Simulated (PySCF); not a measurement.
# C₄H₆FGaO₂: electronic excitations

What electronic excitations should C₄H₆FGaO₂ (`FCC1=C[O][GaH2-][O+]=C1`) show?

Programs: PySCF 2.14.0, with density-fitted response routines of our own. Each step states its level of theory. These are calculated values for one molecule in the gas phase, unless marked as measured. Atoms count from 0, in the outputs and in this text.

### 1 The starting structure

14 atoms, charge 0, multiplicity 1; geometry from: GFN2-xTB.

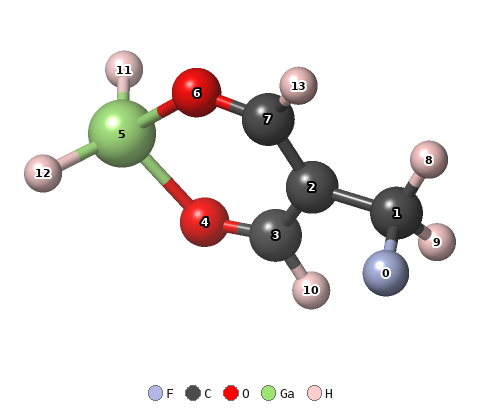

As it starts; fluorine light blue, carbon dark grey, oxygen red, gallium green, hydrogen pink, atoms numbered.

### 2 Ultraviolet spectrum: B3LYP/def2-SVPD

Job settings and geometry (Å):

```
{"job": {"kind": "uv", "xc": "B3LYP", "basis": "def2-SVPD", "nstates": 8, "ntriplets": 3}, "charge": 0, "multiplicity": 1}
F     -2.652056     0.048726    -1.256712
C     -2.187585     0.011829     0.042455
C     -0.685922     0.002498     0.061877
C     -0.001379    -1.205545    -0.073908
O      1.250939    -1.356950    -0.105274
Ga     2.660715    -0.018309     0.013789
O      1.270925     1.342044     0.102022
C      0.016083     1.206463     0.111731
H     -2.591693     0.899531     0.538196
H     -2.604794    -0.895419     0.490226
H     -0.603460    -2.121207    -0.167533
H      3.322335    -0.120601     1.396175
H      3.377062     0.071841    -1.339325
H     -0.571849     2.134626     0.164115
```

With the program's defaults for keys left out, this is: TDDFT B3LYP/def2-SVPD, vertical, gas phase, core orbitals frozen in the response.

Run with:

```sh
$ OMP_NUM_THREADS=1 python probes_run.py task.json out
```

This one command runs all jobs of the session in turn.

What will the session give for the following? lowest singlet (B3LYP/def2-SVPD); brightest single state of those computed; lowest triplet. Wanted: lowest singlet; brightest single state of those computed; lowest triplet.

As calculated:

| quantity | value |
| --- | --- |
| lowest singlet (B3LYP/def2-SVPD) | 4.18 eV (297 nm), f = 0.044 |
| brightest single state of those computed | state 3, 5.38 eV, f = 0.107 |
| lowest triplet | 2.93 eV |

**Reading.** The lowest singlet, at 4.18 eV, is HOMO→LUMO 0.92 and is weak; of the 8 states computed, the strongest absorption comes from state 3 at 5.38 eV (the last state computed is bright too, and its partners may lie past the list). The lowest triplet lies 1.25 eV below the lowest singlet (triplets in Tamm-Dancoff, singlets in full TDDFT).
